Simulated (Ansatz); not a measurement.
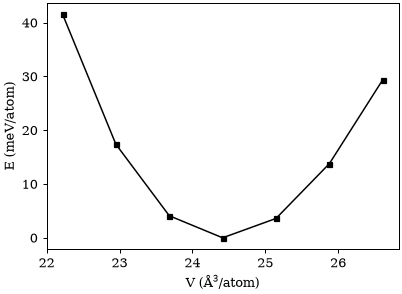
SnGe (rock salt, Fm-3m) under volume change, DFT-PBE in the program Ansatz with PAW potentials, scaled uniformly.

What does a third-order Birch–Murnaghan fit give for V₀, B₀ and B′?

V₀ = 24.41 Å³/atom, B₀ = 56.2 GPa, B′ = 4.8.

The cell is a constructed one: a structure type filled with these elements; neither database checked (COD, Materials Project) lists it. Whether it is the stable phase at ambient conditions was not checked. Symmetry was held in the PBE relaxation; of distortions, only those at the zone centre were tested. Spin–orbit coupling is left out wherever it is not named.

Potentials: the later of the program's two PAW sets.
